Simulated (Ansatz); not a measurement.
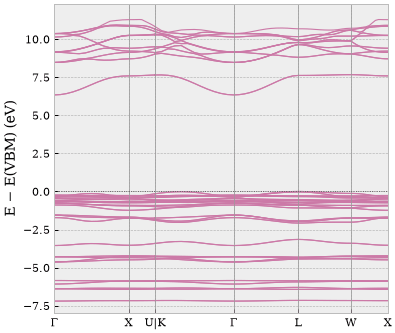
Figure. Band structure from r²SCAN with spin–orbit coupling (plane waves, PAW; program Ansatz)

Problem. Read off the gap and where the band edges lie.

Solution. About 6.3 eV (6.34 eV by a search for the band edges); maximum at L, minimum at Γ.

The material is Cs2RbInF6 in space group Fm-3m (No. 225; Cs on 8c, Rb on 4b, In on 4a, F on 24e).

The workflow started from a Materials Project entry (that database holds measured and hypothetical structures alike); the Crystallography Open Database copy checked does not list it. Its standing as an ambient phase is unchecked. The r²SCAN relaxation kept the symmetry of its start; its stability against distortions is not shown here.

Potentials: the later of the program's two PAW sets.
